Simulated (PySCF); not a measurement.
# OsH₂: relaxation and vibrations of the triplet

Aim: relax OsH₂ as a triplet from a hand-made side-on geometry, check by its vibrations whether the end is a minimum, and collect its spectrum and constants.

The runs use PySCF 2.14.0; PBE0, basis Os def2-TZVP with ECP60, H def2-TZVP, scalar-relativistic core potentials, no spin–orbit coupling, density fitting.

### 1 The starting structure

3 atoms, charge 0, spin multiplicity 3.

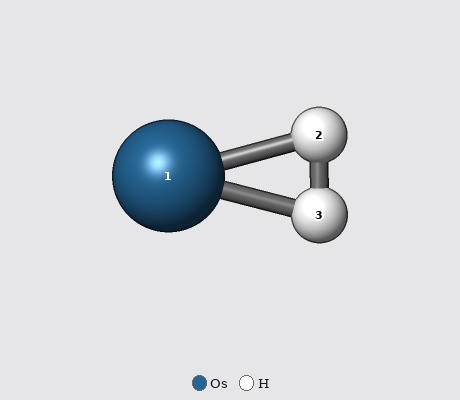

Start geometry, drawn with osmium blue, hydrogen white; atoms are numbered from 1 in the order of the file.

```xyz
3
charge 0 multiplicity 3
Os    0.0000    0.0000   -0.0165
H     0.4200    0.0000    1.5711
H    -0.4200    0.0000    1.5711
```

### 2 Relaxing the triplet from the side-on start

One driver script runs all steps and calls PySCF; scf.py shows how it sets up the SCF of each step. The optimiser is the driver's own. Before each start the driver seeks the lowest SCF state from one or more starting densities and follows internal instabilities, so scf.py alone need not reach the same state.

The program finds C2v symmetry in the start, which this walk keeps. Threshold on the gradient: 0.0003 Eh/bohr, with a further test on the energy change.

Contents of scf.py:

```python
from pyscf import gto, scf, dft
mol = gto.M(atom='''
Os     0.000000     0.000000    -0.016497
H      0.420000    -0.000000     1.571086
H     -0.420000     0.000000     1.571086''',
    basis={'Os': 'def2-TZVP', 'H': 'def2-TZVP'},
    ecp={'Os': 'def2-TZVP'},
    charge=0, spin=2)
mf = dft.UKS(mol, xc='PBE0')
mf.grids.atom_grid = (50, 194)
aux = {'Os': 'def2-universal-JKFIT', 'H': 'def2-universal-JKFIT'}
mf = mf.density_fit(auxbasis=aux)
mf.kernel()
```

Further steps of the session: Hessian and properties.

Before running it: what results should come out? Wanted: minimum; geometry; wavenumbers; dipole moment; highest occupied, lowest empty level; polar-tensor charge of Os1; zero-point energy; atomisation energy; ⟨S²⟩.

**Answer**, as computed:

| quantity | value |
| --- | --- |
| minimum | triplet, C2v |
| geometry | Os–H 1.581 Å (×2); H–Os–H 86.3° |
| wavenumbers (cm⁻¹) | 534 (a1), 2242 (b2), 2288 (a1) |
| dipole moment | 2.21 D |
| highest occupied, lowest empty level (either spin) | -5.59, -2.30 eV |
| polar-tensor charge of Os1 | +0.41 e |
| zero-point energy | 30.3 kJ/mol |
| entropy at 298.15 K | 243.2 J/(mol K) |
| atomisation energy (no zero-point energy) | 554 kJ/mol |
| ⟨S²⟩ | 2.011 |

**Reading.** The side-on start keeps its C2v symmetry and ends in a minimum. In the infrared the band at 2242 cm⁻¹ (b2, stretch) leads. Most of the spin sits on Os1 (Mulliken spin 2.14, against 2 for the whole molecule). Other starts or spin states, not run here, may lie lower. One determinant may miss the lowest occupation of an open d or f shell. Spin–orbit coupling, left out here, can matter for elements this heavy.
